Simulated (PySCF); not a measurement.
# NiI3: ligand-field states, part 1 of 2

Aim: compute the ligand-field states of NiI3.

Computed with PySCF 2.14.0 and routines of our own; the level stands in each step. Atoms count from 0.

### 1 The system as given

4 atoms, charge 0, states of the metal's open shell are computed; geometry from: model start, shaken.

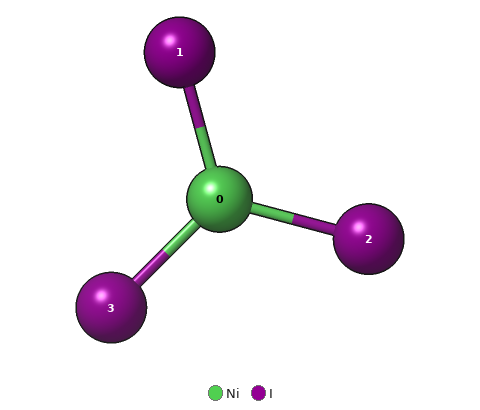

The starting geometry (nickel green, iodine purple); sticks join atoms by distance alone.

### 2 Relaxing the molecule at PBE0-D3(BJ)/def2-TZVP

Job settings and geometry (Å):

```
{"job": {"xc": "PBE0", "basis": "def2-TZVP", "d3": "d3bj", "grid": 1, "maxiter": 45, "kind": "geom"}, "charge": 0, "metal": "Ni", "open_shell": "d7"}
Ni     0.000020     0.004480    -0.004110
I      2.466640    -0.006820    -0.014870
I     -1.239100     2.167850    -0.007380
I     -1.249310    -2.140400     0.005350
```

The run is started by

```
OMP_NUM_THREADS=1 python lf_run.py task.json out
```

The driver reads the jobs from task.json and runs them one after another.

What it wrote:

```text
step   0  E = -2401.35898762  max force = 0.008476
step   1  E = -2401.36040746  max force = 0.001535
step   2  E = -2401.36043338  max force = 0.000642
step   3  E = -2401.36044571  max force = 0.000552
step   4  E = -2401.36047393  max force = 0.000354
step   5  E = -2401.36048107  max force = 0.000474
step   6  E = -2401.36048680  max force = 0.000433
optimisation converged
```

It took 3.2 min on 1 thread of AMD EPYC 9R45, shared host; peak memory 0.93 GiB.

Relaxation path:

```
step  energy from step 0 (eV)  largest force component (eV/Å)
   0                   0.0000                          0.4359
   1                  -0.0386                          0.0789
   2                  -0.0393                          0.0330
   3                  -0.0397                          0.0284
   4                  -0.0404                          0.0182
   5                  -0.0406                          0.0244
   6                  -0.0408                          0.0223
```

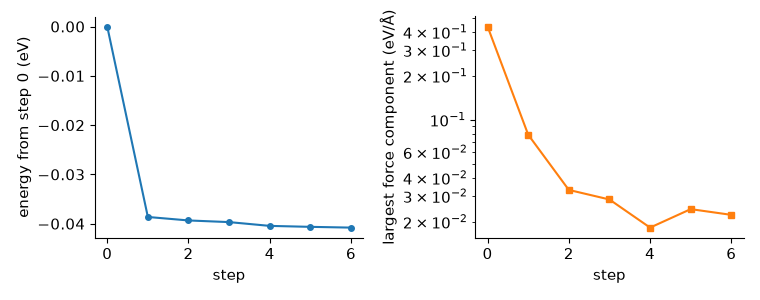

Energy and force, step by step.

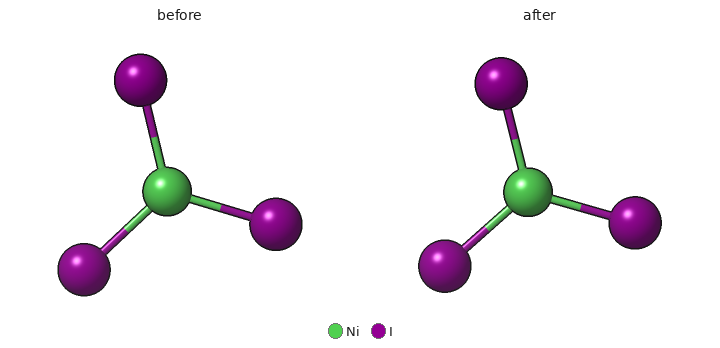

Before and after, at one scale.

Distances of close pairs at the start and the end, largest changes first:

```
  bond  before (Å)  after (Å)  change (Å)
Ni0–I2       2.493      2.432      -0.061
Ni0–I3       2.482      2.423      -0.059
Ni0–I1       2.467      2.418      -0.049
```

Final coordinates:

```
atom    x (Å)    y (Å)    z (Å)
 Ni0   0.0164  -0.0096  -0.0055
  I1   2.4341   0.0126  -0.0122
  I2  -1.2109   2.0905  -0.0041
  I3  -1.2613  -2.0684   0.0008
```

```
                         at the end point                value
rotational constants (GHz, main isotopes)  0.462, 0.442, 0.226
                        dipole moment (D)                 0.11
                                     ⟨S²⟩                3.766
```

### 3 Ligand-field states: state-averaged CASSCF

Job settings and geometry (Å):

```
{"job": {"kind": "lf", "basis": {"metal": "x2c-TZVPall", "ligand": "x2c-SVPall"}, "nevpt": true}, "charge": 0, "metal": "Ni", "open_shell": "d7"}
Ni     0.000000     0.000000     0.000000
I      2.419915    -0.049633    -0.000000
I     -1.216134    -2.106430    -0.000000
I     -1.252961     2.070879     0.000000
```

Method: state-averaged CASSCF of the metal d shell, SC-NEVPT2 on the averaged canonical orbitals, state-interaction spin-orbit coupling.

What it wrote:

```text
basis functions 156, electrons 187, active (7e, 5o)
stage 1: DIIS on the effective Fock matrix, level shift 0.30
cycle   1  E = -22847.8828135917  dE = -2.285e+04  max|g| = 3.658e+00
cycle   2  E = -22851.9306051600  dE = -4.048e+00  max|g| = 2.385e+00
cycle   3  E = -22852.1919093058  dE = -2.613e-01  max|g| = 2.896e+00
cycle   4  E = -22855.1298611536  dE = -2.938e+00  max|g| = 2.785e-01
cycle   5  E = -22855.1926953041  dE = -6.283e-02  max|g| = 2.190e-01
cycle   6  E = -22855.2185735145  dE = -2.588e-02  max|g| = 7.532e-02
cycle   7  E = -22855.0516574010  dE =  1.669e-01  max|g| = 3.838e-01
cycle   8  E = -22854.7220834255  dE =  3.296e-01  max|g| = 7.930e-01
cycle   9  E = -22854.3777241621  dE =  3.444e-01  max|g| = 1.118e+00
cycle  10  E = -22854.0771069971  dE =  3.006e-01  max|g| = 1.305e+00
cycle  11  E = -22853.9575309107  dE =  1.196e-01  max|g| = 1.360e+00
cycle  12  E = -22853.9122380979  dE =  4.529e-02  max|g| = 1.371e+00
cycle  13  E = -22853.8791425761  dE =  3.310e-02  max|g| = 1.384e+00
cycle  14  E = -22853.8600674456  dE =  1.908e-02  max|g| = 1.393e+00
cycle  15  E = -22853.9256546417  dE = -6.559e-02  max|g| = 1.333e+00
stage 2: quasi-Newton rotations from the point of smallest gradient
cycle  18  E = -22855.2308010944  dE = -1.223e-02  max|g| = 5.493e-02
cycle  19  E = -22855.2435605988  dE = -1.276e-02  max|g| = 4.276e-02
cycle  20  E = -22855.2454586920  dE = -1.898e-03  max|g| = 9.530e-03
cycle  21  E = -22855.2458775944  dE = -4.189e-04  max|g| = 5.259e-03
cycle  22  E = -22855.2459501379  dE = -7.254e-05  max|g| = 2.490e-03
cycle  23  E = -22855.2459646862  dE = -1.455e-05  max|g| = 8.266e-04
cycle  24  E = -22855.2459661106  dE = -1.424e-06  max|g| = 2.318e-04
cycle  25  E = -22855.2459662652  dE = -1.546e-07  max|g| = 1.083e-04
cycle  26  E = -22855.2459662891  dE = -2.386e-08  max|g| = 2.384e-05
cycle  27  E = -22855.2459662910  dE = -1.906e-09  max|g| = 1.067e-05
cycle  28  E = -22855.2459662913  dE = -3.347e-10  max|g| = 4.063e-06
converged average energy = -22855.2459662913

 mult deg   label        CASSCF/cm-1   NEVPT2/cm-1
   4   1   4B1                 0.0           0.0
   4   1   4A2               -78.1         234.2
   4   1   4B2             -2436.4        2186.5
   2   1   2A2             15208.6        6121.3
   2   1   2B1             15350.3        6184.6
   4   1   4B2              2599.4        7079.6
   4   1   4A1              3017.8        8188.6
   2   1   2A2             14538.3       11585.6
   2   1   2B1             14099.4       11604.0
   2   1   2B2             16259.7       12392.3
   2   1   2B1             16616.3       13054.6
   2   1   2A2             16756.9       13060.2
   2   1   2A1             11822.0       13502.3
   2   1   2A1             16697.1       13557.5
   2   1   2B2             11864.9       13727.1
   2   1   2B1             18612.3       15213.3
   2   1   2A2             18588.3       15347.1
   2   1   2B2             25128.3       16620.6
   4   1   4A2              4598.4       17526.0
   2   1   2A1             15281.5       17591.7
   4   1   4B1              4987.2       17632.0
   2   1   2A1             25079.7       18327.6
   4   1   4B1             15925.0       19006.0
   4   1   4A2             16004.2       19184.2
   2   1   2B2             19019.9       19285.4
   2   1   2A1             21784.2       24529.3
   2   1   2B2             21837.7       24736.9
   2   1   2A1             22734.7       25816.2
   2   1   2B2             26638.9       30289.5
   2   1   2B1             26528.6       31988.6
   2   1   2A2             26665.1       32190.1
   2   1   2A2             24186.2       34138.1
   2   1   2B1             24768.7       34482.2
   2   1   2A2             35248.2       35593.9
   2   1   2A2             27741.4       35689.7
   2   1   2B1             27692.8       35715.3
   2   1   2B1             36155.7       36090.1
   2   1   2A1             26950.0       38191.7
   2   1   2B2             27371.5       39329.5
   4   1   4B2             26955.0       40750.8
   2   1   2A1             41894.3       41804.6
   2   1   2B2             41817.1       41910.1
   2   1   2B1             42746.5       45287.5
   2   1   2A2             42879.7       45652.4
   2   1   2A1             57935.9       52596.7
   2   1   2B2             58106.1       52875.6
   2   1   2B2             45020.8       53463.5
   2   1   2A1             68652.8       56808.6
   2   1   2A2             68644.3       68079.0
   2   1   2B1             68914.2       68285.9

spin-orbit levels / cm-1
      0.00  x2  4B1 0.88 4B2 0.08 4A2 0.04
    134.00  x2  4B1 0.85 4A2 0.12
    238.94  x2  4A2 0.84 4B1 0.11 4B2 0.05
    415.40  x2  4A2 0.91 4B1 0.08
   2487.18  x2  4B2 0.95
   2655.64  x2  4B2 0.90 4A2 0.06 4B1 0.04
   6069.49  x2  2A2 0.56 2B1 0.44
   6584.09  x2  2B1 0.56 2A2 0.43
   7234.01  x2  4B2 0.98
   7283.33  x2  4B2 0.99
   8324.48  x2  4A1 0.98
   8369.61  x2  4A1 0.99
  11516.59  x2  2A2 0.47 2B1 0.38 2B2 0.13
  11812.07  x2  2B1 0.49 2A2 0.39 2A1 0.05
  12606.16  x2  2B2 0.60 2A2 0.13 2B1 0.13
  13110.84  x2  2A2 0.31 2B1 0.29 2B2 0.26
  13368.34  x2  2B1 0.50 2A2 0.45
  13785.51  x2  2A1 0.77 2B2 0.11 2A1 0.03
  13931.79  x2  2A1 0.81 2A2 0.07 2B1 0.05
  14030.08  x2  2B2 0.82 2A1 0.09 2B1 0.04
  15390.33  x2  2B1 0.84 2A2 0.14
  15563.77  x2  2A2 0.81 2B1 0.12 2B2 0.05
  16725.35  x2  2B2 0.83 4B1 0.05 4A2 0.05
  17612.48  x2  4A2 0.57 4B1 0.29 2A1 0.10
  17711.81  x2  4A2 0.64 4B1 0.23 2A1 0.11
  17754.85  x2  4B1 0.57 4A2 0.25 2A1 0.08
  17890.88  x2  2A1 0.76 4B1 0.12 4A2 0.07
  18065.17  x2  4B1 0.57 4A2 0.29 2B2 0.08
  18509.51  x2  2B2 0.39 4B1 0.34 4A2 0.24
  18831.44  x2  2A1 0.69 4B1 0.15 4A2 0.09
```

Wall time 16 s (1 thread of AMD EPYC 9R45, shared host); peak memory 0.53 GiB.

Warnings kept with the result: strongly covalent, metal-shell active space is small for this complex; spin Hamiltonian not valid, low-lying orbital states.

From this job:

```
             quantity     value
spin-orbit constant ζ  372 cm⁻¹
```

Powder susceptibility:

```
T (K)  χT (cm³ K/mol)  μ(eff)
    2           2.071    4.07
    5           2.099    4.10
   10           2.146    4.14
   20           2.240    4.23
   30           2.331    4.32
   50           2.487    4.46
   75           2.618    4.58
  100           2.694    4.64
  150           2.764    4.70
  200           2.790    4.72
  250           2.800    4.73
  300           2.804    4.74
```

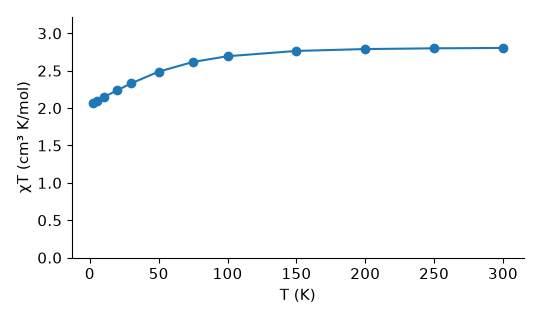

χT against temperature.

The fields below are evaluated on a grid from the run's orbitals.

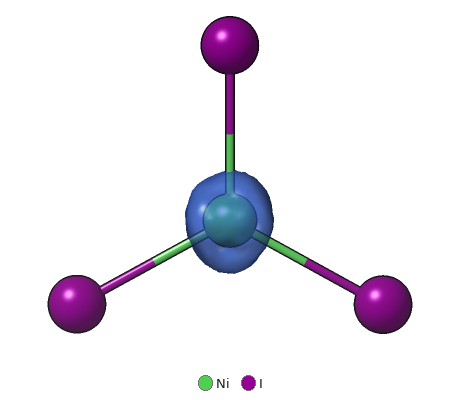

Spin density at ±0.4 e/Å³ (alpha excess blue, beta excess red).

In these pictures sticks join atoms by distance alone, so bonds to metals can be missing or extra.

### 4 Ligand-field states: state-averaged CASSCF (basis x2c-TZVPall)

Job settings and geometry (Å):

```
{"job": {"kind": "lf", "basis": "x2c-TZVPall", "nevpt": true}, "charge": 0, "metal": "Ni", "open_shell": "d7"}
Ni     0.000000     0.000000     0.000000
I      2.419915    -0.049633    -0.000000
I     -1.216134    -2.106430    -0.000000
I     -1.252961     2.070879     0.000000
```

Level: state-averaged CASSCF of the metal d shell, SC-NEVPT2 on the averaged canonical orbitals, state-interaction spin-orbit coupling.

What it wrote:

```text
basis functions 228, electrons 187, active (7e, 5o)
stage 1: DIIS on the effective Fock matrix, level shift 0.30
cycle   1  E = -22850.1431371093  dE = -2.285e+04  max|g| = 3.309e+00
cycle   2  E = -22854.0521682435  dE = -3.909e+00  max|g| = 2.176e+00
cycle   3  E = -22853.1178381978  dE =  9.343e-01  max|g| = 3.135e+00
cycle   4  E = -22857.1816602611  dE = -4.064e+00  max|g| = 3.232e-01
cycle   5  E = -22857.2246662446  dE = -4.301e-02  max|g| = 3.287e-01
cycle   6  E = -22857.3583475964  dE = -1.337e-01  max|g| = 2.648e-01
cycle   7  E = -22857.4404337752  dE = -8.209e-02  max|g| = 1.177e-01
cycle   8  E = -22857.4992619790  dE = -5.883e-02  max|g| = 5.882e-02
cycle   9  E = -22857.5260492090  dE = -2.679e-02  max|g| = 4.649e-02
cycle  10  E = -22857.5363922202  dE = -1.034e-02  max|g| = 4.535e-02
cycle  11  E = -22857.5455232517  dE = -9.131e-03  max|g| = 3.782e-02
cycle  12  E = -22857.5537113818  dE = -8.188e-03  max|g| = 3.404e-02
cycle  13  E = -22857.5506841639  dE =  3.027e-03  max|g| = 6.725e-02
cycle  14  E = -22857.4930820747  dE =  5.760e-02  max|g| = 1.399e-01
cycle  15  E = -22857.4205756491  dE =  7.251e-02  max|g| = 2.378e-01
stage 2: quasi-Newton rotations from the point of smallest gradient
cycle  17  E = -22857.5685760812  dE = -1.486e-02  max|g| = 3.475e-02
cycle  18  E = -22857.5897569499  dE = -2.118e-02  max|g| = 5.461e-02
cycle  19  E = -22857.5978450341  dE = -8.088e-03  max|g| = 7.583e-02
cycle  22  E = -22857.6025622374  dE = -4.717e-03  max|g| = 2.549e-02
cycle  23  E = -22857.6052923331  dE = -2.730e-03  max|g| = 1.179e-02
cycle  24  E = -22857.6057755567  dE = -4.832e-04  max|g| = 5.020e-03
cycle  25  E = -22857.6058448302  dE = -6.927e-05  max|g| = 1.790e-03
cycle  26  E = -22857.6058591150  dE = -1.428e-05  max|g| = 1.135e-03
cycle  27  E = -22857.6058617550  dE = -2.640e-06  max|g| = 3.981e-04
cycle  28  E = -22857.6058620996  dE = -3.446e-07  max|g| = 1.155e-04
cycle  29  E = -22857.6058621422  dE = -4.259e-08  max|g| = 6.147e-05
cycle  30  E = -22857.6058621496  dE = -7.392e-09  max|g| = 2.119e-05
cycle  31  E = -22857.6058621507  dE = -1.070e-09  max|g| = 6.645e-06
converged average energy = -22857.6058621507

 mult deg   label        CASSCF/cm-1   NEVPT2/cm-1
   4   1   4B1                 0.0           0.0
   4   1   4A2               -79.0         232.2
   4   1   4B2             -2325.7        1832.4
   2   1   2A2             15267.2        6330.8
   2   1   2B1             15412.0        6412.9
   4   1   4B2              2625.2        7344.1
   4   1   4A1              3053.6        8450.1
   2   1   2A2             14627.3       11644.2
   2   1   2B1             14166.3       11674.0
   2   1   2B2             16366.5       12542.9
   2   1   2B1             16718.5       13038.9
   2   1   2A2             16861.8       13054.5
   2   1   2A1             11998.0       13201.6
   2   1   2B2             12039.6       13426.8
   2   1   2A1             16811.0       13692.8
   2   1   2B1             18737.0       15456.7
   2   1   2A2             18711.5       15597.5
   2   1   2B2             25321.3       16813.9
   4   1   4A2              4669.3       17269.5
   2   1   2A1             15476.4       17298.7
   4   1   4B1              5070.6       17383.8
   2   1   2A1             25273.0       18584.4
   4   1   4B1             16039.4       19020.4
   2   1   2B2             19188.1       19068.8
   4   1   4A2             16121.5       19202.6
   2   1   2A1             21964.9       24856.4
   2   1   2B2             22020.9       25067.2
   2   1   2A1             22939.9       26144.4
   2   1   2B2             26850.5       30559.5
   2   1   2B1             26725.7       32187.4
   2   1   2A2             26865.6       32403.1
   2   1   2A2             24360.1       34000.0
   2   1   2B1             24962.5       34353.6
   2   1   2A2             27925.8       35406.6
   2   1   2B1             27874.0       35442.4
   2   1   2A2             35455.5       35602.3
   2   1   2B1             36398.7       36116.5
   2   1   2A1             27042.6       37921.1
   2   1   2B2             27463.3       39090.6
   4   1   4B2             27181.7       40700.0
   2   1   2A1             42174.9       41811.8
   2   1   2B2             42094.7       41900.3
   2   1   2B1             43097.7       45696.0
   2   1   2A2             43234.2       46066.9
   2   1   2A1             58324.6       52914.3
   2   1   2B2             58498.3       53196.8
   2   1   2B2             45341.7       53587.0
   2   1   2A1             69178.0       57437.9
   2   1   2A2             68864.7       68072.9
   2   1   2B1             69138.5       68304.4

spin-orbit levels / cm-1
      0.00  x2  4B1 0.84 4B2 0.10 4A2 0.05
    152.01  x2  4B1 0.77 4A2 0.18 4B2 0.04
    249.45  x2  4A2 0.74 4B1 0.20 4B2 0.05
    444.04  x2  4A2 0.90 4B1 0.09
   2185.48  x2  4B2 0.93 4A2 0.03 4B1 0.03
   2375.30  x2  4B2 0.87 4A2 0.08 4B1 0.05
   6315.78  x2  2A2 0.58 2B1 0.42
   6829.02  x2  2B1 0.57 2A2 0.41
   7525.15  x2  4B2 0.98
   7574.62  x2  4B2 0.99
   8610.53  x2  4A1 0.97
   8657.64  x2  4A1 0.98
  11622.78  x2  2A2 0.49 2B1 0.37 2B2 0.11
  11873.71  x2  2B1 0.49 2A2 0.36 2A1 0.08
  12728.39  x2  2B2 0.49 2A2 0.19 2B1 0.19
  13187.21  x2  2B2 0.38 2A2 0.27 2B1 0.22
  13362.85  x2  2B1 0.49 2A2 0.32 2A1 0.13
  13562.51  x2  2A1 0.63 2A2 0.16 2B2 0.11
  13792.09  x2  2B2 0.77 2A1 0.11 2B1 0.05
  14078.55  x2  2A1 0.87 2A2 0.05 2B1 0.04
  15662.83  x2  2B1 0.86 2A2 0.12
  15834.31  x2  2A2 0.82 2B1 0.10 2B2 0.05
  16884.13  x2  2B2 0.73 4A2 0.11 4B1 0.09
  17383.88  x2  4A2 0.53 4B1 0.31 2A1 0.12
  17506.78  x2  4A2 0.71 4B1 0.21 2A1 0.05
  17584.39  x2  4B1 0.49 4A2 0.26 2A1 0.16
  17653.65  x2  2A1 0.63 4B1 0.29
  17934.13  x2  4B1 0.49 4A2 0.28 2B2 0.18
  18449.32  x2  2B2 0.46 4B1 0.30 4A2 0.22
  19016.46  x2  2A1 0.76 4B1 0.08 4B1 0.07
```

Run time: 39 s. Hardware: 1 thread of AMD EPYC 9R45, shared host; peak memory 0.91 GiB.

Warnings kept with the result: strongly covalent, metal-shell active space is small for this complex; spin Hamiltonian not valid, low-lying orbital states.

Key values:

```
             quantity     value
spin-orbit constant ζ  375 cm⁻¹
```

Powder susceptibility:

```
T (K)  χT (cm³ K/mol)  μ(eff)
    2           2.159    4.16
   20           2.319    4.31
  100           2.801    4.73
  300           2.934    4.84
```

(Continued in part 2 of 2.)
